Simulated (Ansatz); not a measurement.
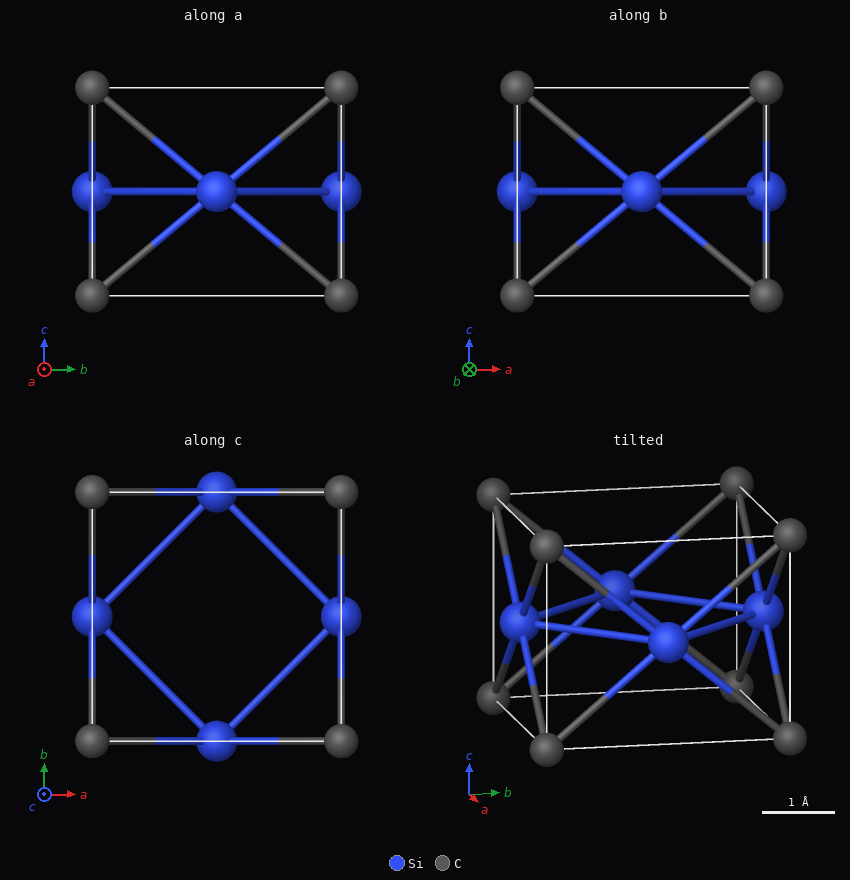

Ball-and-stick drawing of the structure, looking along the a axis, along the b axis, along the c axis and slightly off an axis. Lines trace the edges of the conventional unit cell.

Lattice parameters: a = 3.484 Å, b = 3.484 Å, c = 2.909 Å, α = 90.00°, β = 90.00°, γ = 90.00°.

Transcribe the picture into a table of Wyckoff sites.

Space group P4/mmm (No. 123).
```tsv
atom	site	x	y	z
Si	2e	0.5000	0.0000	0.5000
C	1a	0.0000	0.0000	0.0000
```

The starting point was a random cell made by a generator, so it need not be a real form of the compound. What is shown is the relaxed result from DFT PBE, scalar-relativistic, plane waves, PAW in Ansatz.
